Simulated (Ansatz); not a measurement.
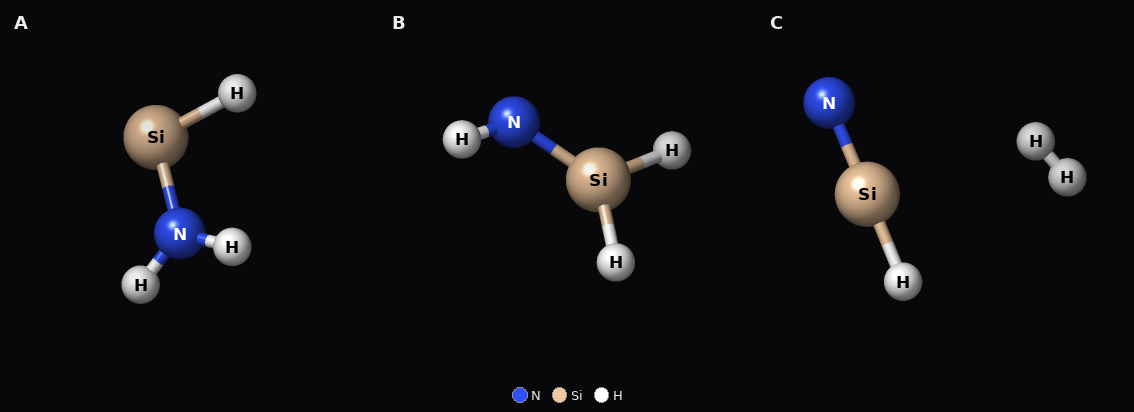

3 stationary structures of one formula. Geometries: PBE0-D4/def2-TZVP. Electronic energies: PBE-D4/def2-TZVPP (Ansatz 0.2.0), without zero-point energy. No frequency run is at hand to confirm each as a minimum.

Question: Which structure is the most stable?

Answer: A is lowest (Cs); B lies 0.660 eV above it (Cs), C lies 3.741 eV above it (Cs).
